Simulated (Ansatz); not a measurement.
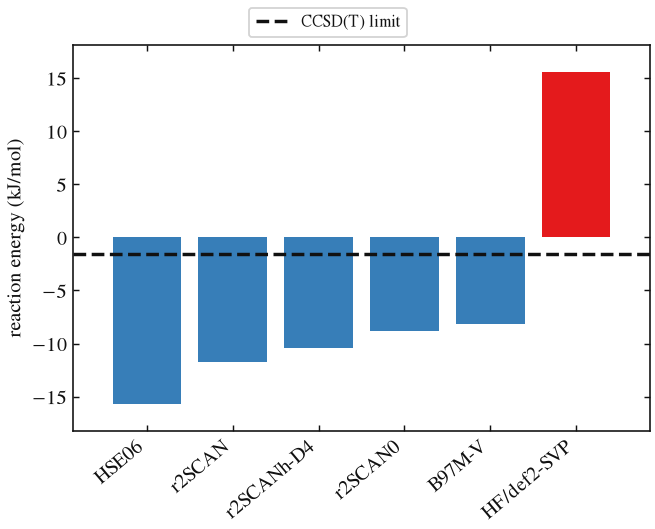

Electronic reaction energy of Ge₂NH₇ ([GeH3][NH][GeH3]) + SiH₂ClF (F[SiH2]Cl) → GeSiH₄ClF (F[SiH](Cl)[GeH3]) + GeNH₅ ([NH2][GeH3]) (SMILES in brackets) at several levels (functionals in def2-TZVPP unless a basis is named), isolated molecules at PBE0-D4 triple-zeta geometries, minima by their frequencies, no zero-point or thermal terms, the Ansatz code 0.2.0. The line is frozen-core CCSD(T) at the basis limit (MP2 extrapolated from triple and quadruple zeta, plus CCSD(T) less MP2 in a smaller set). No dispersion term is added to HSE06, r2SCAN and r2SCAN0. The distance of HF/def2-SVP to the limit includes basis error. The limit lies 4.5 kJ/mol from CCSD(T)/def2-TZVPP, so the line itself is uncertain by a part of that.

Question: What do zero-point energy and temperature add?

Answer: Zero-point change 4.5 kJ/mol; at 298.15 K and 1 bar the CCSD(T) limit plus thermal terms gives an enthalpy of reaction of 4.4 and a free energy of 4.4 kJ/mol (harmonic PBE0-D4 modes, ideal gas).

Question: Give the values.

Answer:
```tsv
level	kJ/mol	less CCSD(T) limit
HSE06	−15.7	−14.2
r2SCAN	−11.7	−10.2
r2SCANh-D4	−10.5	−8.9
r2SCAN0	−8.9	−7.3
B97M-V	−8.1	−6.6
HF/def2-SVP	15.6	17.1
CCSD(T) limit	−1.5	0.0
```

Caveats: no scalar relativity up to krypton; outer-core shells are correlated without core-valence functions, which makes the correlated values less sure.
